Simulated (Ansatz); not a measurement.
Dissociation curves of BCl3 (boron trichloride)

BCl3 has 4 atoms, charge 0, and is taken as a singlet. As SMILES, `ClB(Cl)Cl`. Geometry: relaxed at PBE0-D4/def2-TZVP.

```xyz
4

Cl   -0.2579    0.5164    1.6383
B     0.0000    0.0000    0.0000
Cl    0.9420   -1.4231   -0.3240
Cl   -0.6841    0.9066   -1.3143
```

The B2–Cl4 distance is scanned; the parts on either side stay rigid. Basis STO-3G, 16 core orbitals frozen in the correlated methods; program Ansatz 0.2.0. FCI is exact within this basis and core. Energies in eV from each method's value at 1.737 Å; methods without a U are spin-restricted. The shape above is that at 1.737 Å.

```
distance (Å)  SVWN5   PBE  BHLYP  BCCD(T)  CCSDT   FCI
       1.737   0.00  0.00   0.00     0.00   0.00  0.00
       2.171   1.32  1.13   1.35     1.14   1.13  1.13
       2.606   3.40  3.07   3.61     3.09   3.07  3.07
       3.474   5.96  5.47   6.64     4.67   4.71  4.71
       4.343   6.75  6.23   7.73     4.72   4.85  4.82
```

Departure from the FCI curve at its largest: SVWN5 +1.93 eV at 4.34 Å; PBE +1.41 eV at 4.34 Å; BHLYP +2.91 eV at 4.34 Å; BCCD(T) -0.10 eV at 4.34 Å; CCSDT +0.03 eV at 4.34 Å. Functionals converge differently with the basis, so for them the departure isn't an error alone.

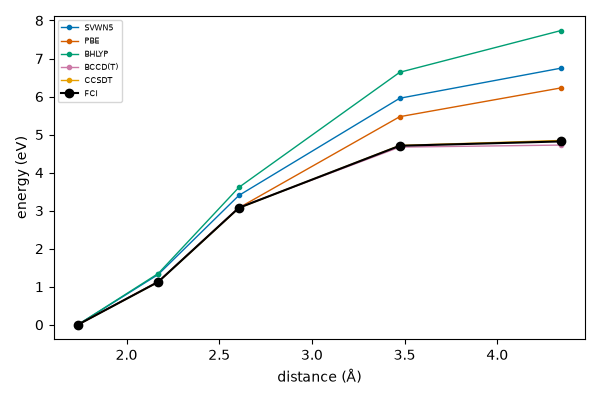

The curves of the table.
